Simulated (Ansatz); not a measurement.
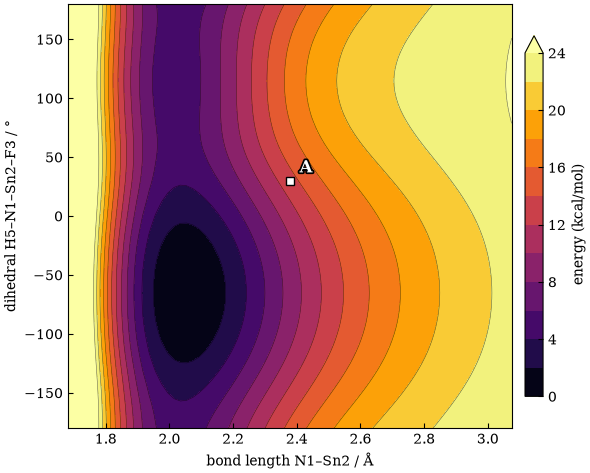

F₂H₂NSn, SMILES [NH2][Sn]([F])[F], spin multiplicity 2. 
- First axis: bond length N1–Sn2. Second axis: dihedral H5–N1–Sn2–F3.
- Nothing is relaxed (all other coordinates rigid).
- Grid: 13 × 12 points.
- Energies are in kcal/mol, from the relaxed molecule at the same level.
- All numbers below come from UKS PBE0-D4/def2-TZVP in Ansatz.

The picture shows filled contours, one colour for all values above the top of the scale, the point A. Between grid points the surface is interpolated.

Q: Is A at rest? If not, where is it pushed?

A: A, at bond length N1–Sn2 = 2.378 Å, dihedral H5–N1–Sn2–F3 = 30°, is not a stationary point. The computed force is 31 kcal/mol for each Å towards smaller values of bond length N1–Sn2 and 0.073 kcal/mol for each degree towards smaller values of dihedral H5–N1–Sn2–F3.
